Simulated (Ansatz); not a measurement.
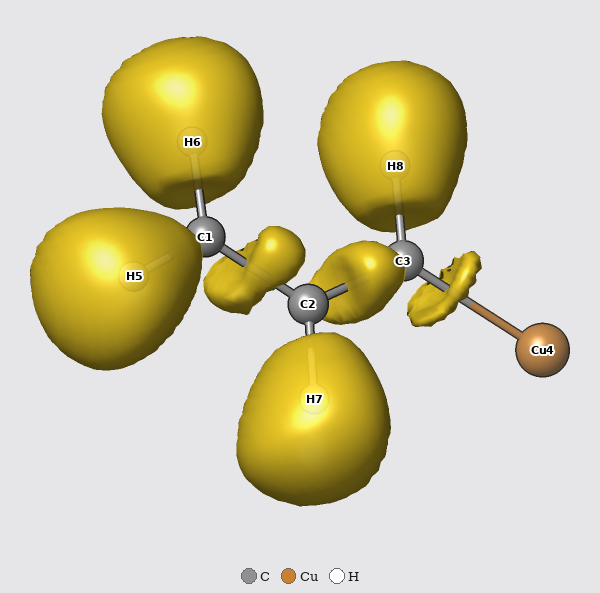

Figure 1: C3H4Cu (SMILES [CH2]/C=[CH]/[Cu]) (doublet). Isosurface of the ELF at 0.8 (yellow), seen at a tilt. Only the valence region is drawn (cores and ρ < 0.01 e/Å³ removed).

Geometry: B3LYP-D3(BJ)/def2-SVP.

The calculation used isolated molecule in a Gaussian basis; Kohn-Sham density functional theory, functional PBE0 in Ansatz.

```xyz
8

C    -1.8702    0.7138   -0.3786
C    -0.8570    0.9055    0.5489
C    -1.0311    1.4525    1.8228
Cu    0.3169    1.7168    3.0806
H    -1.6689    0.2798   -1.3613
H    -2.9032    0.9937   -0.1495
H     0.1517    0.5989    0.2430
H    -2.0528    1.7510    2.1028
```

Where are the electrons localised?

The ELF exceeds this value in two regions between bonded C–C atoms (shared pairs), four regions around hydrogen nuclei and one lobe of the valence shell of C pointing towards Cu (polar bonds). Along the contacts the grid gives the following. C–C (1.39 Å): the ELF peaks at about 0.95 between the atoms: a covalent bond. C–Cu (1.86 Å): the ELF peaks at about 0.85 in the valence shell of C, 0.7 Å from its nucleus, and is about 0.35 at the midpoint.
